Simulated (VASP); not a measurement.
Band structure of CaCd₃O₄ (ordered alloy cell). Calculation: PBEsol GGA, VASP's PBE PAW potentials (set 64) (plane waves; VASP).

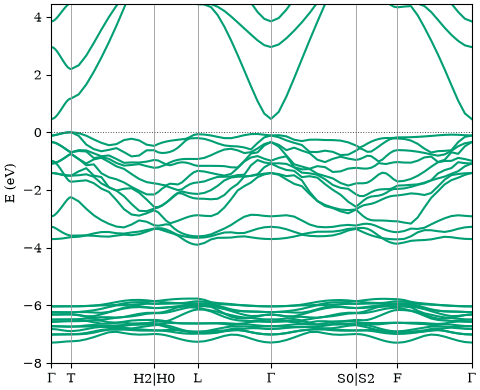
*Bands along high-symmetry lines, zero at the valence-band maximum or, without a gap, the Fermi level*

**Question.** Read the plot: is there a gap, and where are the band edges?

**Answer.** The gap is indirect, 0.46 eV, from the valence maximum at T to the conduction minimum at Γ. (Edges off the drawn lines would not show.)

The structure was generated: CaCd3O4 was put into an ordered model structure (R-3m), which need not be its known phase. It was relaxed first.
